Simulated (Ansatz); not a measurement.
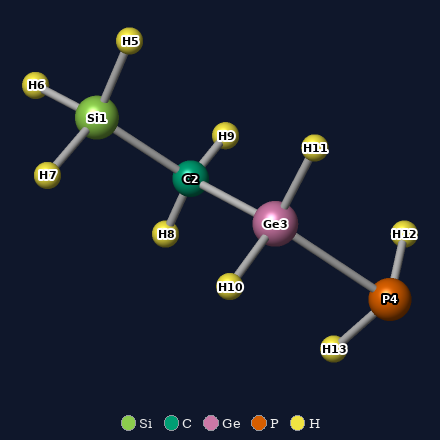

The system is CH9GePSi, SMILES [SiH3][CH2][GeH2][PH2]; the picture shows the reference structure. First axis: dihedral C2–Ge3–P4–H12. Second axis: dihedral Si1–C2–Ge3–P4. Nothing is relaxed (all other coordinates rigid). Grid: 12 × 12 points. Points are written as (first, second). Energies: meV, counted from the relaxed molecule at the same level. Computed with RKS PBE0-D4/def2-SVP in Ansatz.

Its coordinates:

```xyz
13

Si   -1.3142    1.5604   -0.8318
C    -0.5220    0.3489    0.3701
Ge    0.9261   -0.7297   -0.3957
P     1.8843   -2.2079    1.1278
H    -1.8977    0.8269   -1.9973
H    -2.4062    2.3401   -0.1693
H    -0.2916    2.5230   -1.3461
H    -0.1162    0.9019    1.2335
H    -1.2917   -0.3389    0.7579
H     2.0468    0.1938   -0.9152
H     0.3883   -1.5627   -1.5770
H     0.6193   -2.6737    1.6049
H     1.9953   -1.2168    2.1527
```

Range: dihedral C2–Ge3–P4–H12 from −180 to 150°; dihedral Si1–C2–Ge3–P4 from −180 to 150°.

Q: What will the energy surface look like?

A: The lowest grid point is at (60°, −60°), −1.8 meV from the relaxed molecule at the same level. Other grid points that lie below all their neighbours: (30°, 60°) (1.9 meV higher); (60°, −180°) (8 meV higher); (−180°, −60°) (20 meV higher). The highest grid point, (0°, 0°), lies 137 meV above the lowest.

| dihedral Si1–C2–Ge3–P4 ↓, dihedral C2–Ge3–P4–H12 → | −180 | −150 | −120 | −90 | −60 | −30 | 0 | 30 | 60 | 90 | 120 | 150 |
| --- | --- | --- | --- | --- | --- | --- | --- | --- | --- | --- | --- | --- |
| 150 | 45 | 74 | 78 | 52 | 52 | 79 | 69 | 27 | 27 | 68 | 81 | 52 |
| 120 | 64 | 90 | 94 | 67 | 67 | 95 | 88 | 47 | 45 | 89 | 104 | 74 |
| 90 | 49 | 73 | 74 | 46 | 44 | 69 | 62 | 22 | 19 | 63 | 83 | 57 |
| 60 | 29 | 55 | 51 | 20 | 28 | 61 | 42 | 0 | 8 | 43 | 51 | 29 |
| 30 | 36 | 74 | 77 | 42 | 43 | 107 | 113 | 38 | 49 | 117 | 99 | 40 |
| 0 | 56 | 82 | 84 | 58 | 73 | 127 | 136 | 74 | 69 | 130 | 131 | 79 |
| −30 | 39 | 74 | 78 | 40 | 36 | 92 | 120 | 57 | 32 | 106 | 114 | 48 |
| −60 | 18 | 48 | 57 | 32 | 27 | 50 | 46 | 11 | −2 | 37 | 63 | 32 |
| −90 | 43 | 71 | 75 | 51 | 54 | 82 | 68 | 22 | 19 | 58 | 71 | 47 |
| −120 | 65 | 92 | 93 | 66 | 71 | 102 | 94 | 49 | 43 | 84 | 97 | 69 |
| −150 | 49 | 76 | 77 | 48 | 49 | 79 | 72 | 31 | 24 | 65 | 81 | 55 |
| −180 | 30 | 58 | 61 | 33 | 33 | 60 | 49 | 9 | 6 | 45 | 61 | 36 |

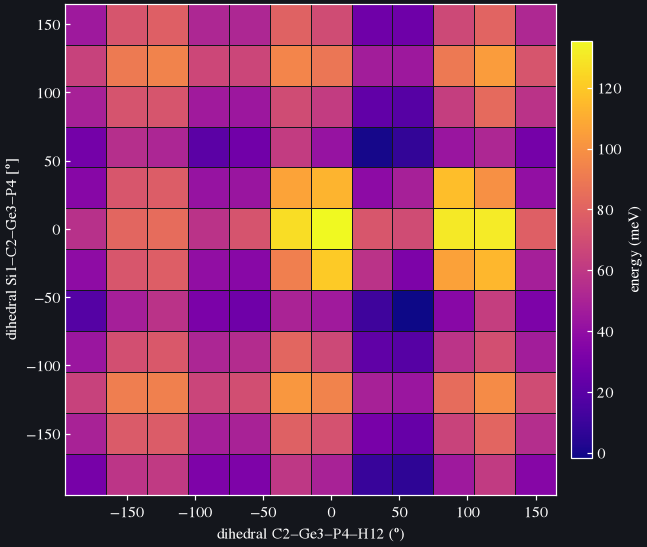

The picture shows one coloured cell a grid point.

Each point was launched as `ansatz run input.yaml --threads 1 --pin off --max-ram 2560MiB --backend cpu --events-out ev --progress --plain --runs-dir out`. Time for the 144 points that were run: 22 min on 1 thread of Arm Neoverse V2 (shared host).
